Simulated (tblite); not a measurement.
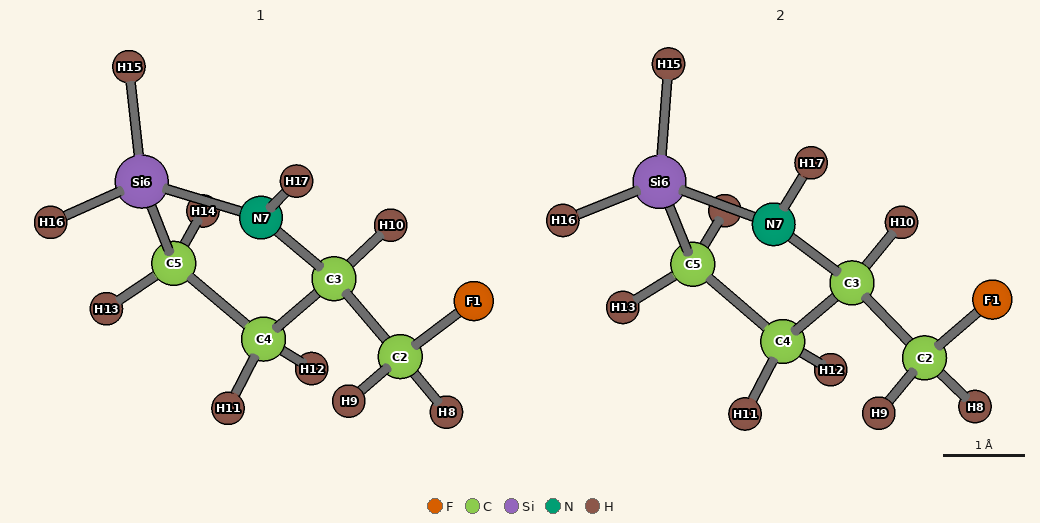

Two geometries of C₄H₁₀FNSi, drawn at one scale. One is the start of a relaxation, the other its converged end. The picture is a ball-and-stick view, seen from a free direction.

Level of theory: GFN2-xTB geometry optimisation, gas phase in tblite 0.8.0. 

Which one is relaxed?

Structure 1 is the relaxed one. After 56 geometry steps the energy has fallen by 22.6 kJ/mol. The atom that moves furthest after the best rigid fit is H17 (0.31 Å). By element the largest moves are H 0.31 Å, N 0.15 Å, C 0.09 Å, F 0.04 Å, Si 0.03 Å. Near-neighbour distances that change, for instance: C3–N7 1.487 → 1.447 Å, Si6–H16 1.489 → 1.465 Å, Si6–H15 1.485 → 1.467 Å, C2–C3 1.509 → 1.526 Å. Among the angles between lasting bonds that change: Si6–N7–H17 112.3° → 126.6°, N7–Si6–H15 108.1° → 115.8°, H15–Si6–H16 116.8° → 111.2°. The run took 0.58 s on 1 thread of Arm Neoverse N1 (shared host).
